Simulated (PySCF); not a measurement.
Vertical excitations of a molecule C4H7ClSi from TDA-PBE/def2-SVPD in PySCF, as energy in eV (oscillator strength): 4.22 (0.000), 5.53 (0.016), 5.64 (0.007), 5.77 (0.001), 5.83 (0.005), 6.25 (0.086), 6.35 (0.372), 6.38 (0.098), 6.40 (0.002), 6.45 (0.001). Lowest triplet (TDA): 3.79 eV. Coordinates come from a B3LYP-D3(BJ)/def2-SVP optimisation. The values are those of a single conformer.

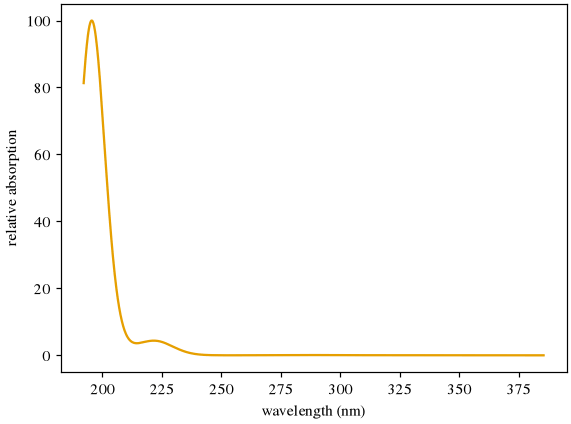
The lines broadened by 0.4 eV.

**Question.** Which molecule gave these data?
(A) CC([SiH3])=C=CCl
(B) [SiH3]C#CCCCl
(C) ClC1=CCC[SiH2]1
(D) [SiH3]CC=C=CCl

**Answer.** A, CC([SiH3])=C=CCl
